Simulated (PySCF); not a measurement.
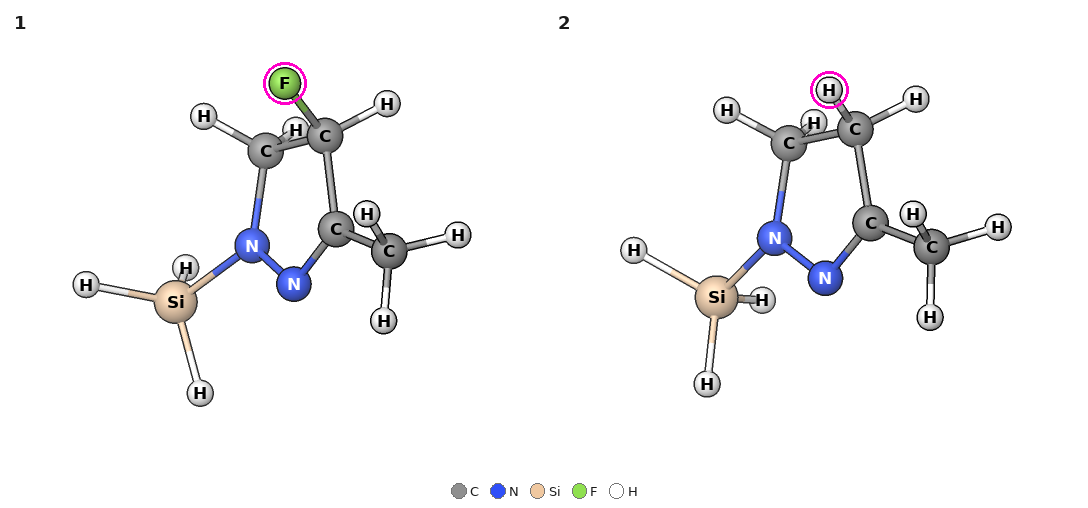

2 molecules with one skeleton, seen from the same side and at one scale; the atom that differs is circled. Charge 0, singlet. Computed geometries: GFN2-xTB optimisations, one conformation each. Properties computed with PySCF 2.14.0.

One atom differs, called X below: F in panel 1, H in panel 2. Their formulas are C4H9FN2Si (`CC1=NN([SiH3])C[C@H]1F`), C4H10N2Si (`CC1=NN([SiH3])CC1`).

In which is the length of X–C larger (GFN2-xTB)?

In panel 1 (X = F).

In which is the dipole moment larger (PBE0/pcSseg-1)?

In panel 2 (X = H).

Give the values. With GFN2-xTB: length of X–C (Å), angle X–C–H (°). With PBE0/pcSseg-1: dipole moment (D), HOMO energy (Kohn–Sham orbital) (eV), HOMO–LUMO gap (eV), Hirshfeld charge of X (e), GIAO shielding of the C bonded to X (ppm).

| quantity | 1 (F) | 2 (H) | 2 − 1 |
| --- | --- | --- | --- |
| length of X–C (Å) | 1.387 | 1.092 | −0.295 |
| angle X–C–H (°) | 105.4 | 108.2 | +2.8 |
| dipole moment (D) | 1.57 | 2.14 | +0.57 |
| HOMO energy (Kohn–Sham orbital) (eV) | −6.20 | −5.70 | +0.50 |
| HOMO–LUMO gap (eV) | 6.22 | 6.31 | +0.09 |
| Hirshfeld charge of X (e) | −0.13 | 0.04 | +0.17 |
| GIAO shielding of the C bonded to X (ppm) | 85.3 | 147.3 | +62.0 |

The geometry is semi-empirical. Around Si such bond lengths and angles can be off by a tenth of an ångström or more and by several degrees, and values that hang on the shape move with them.
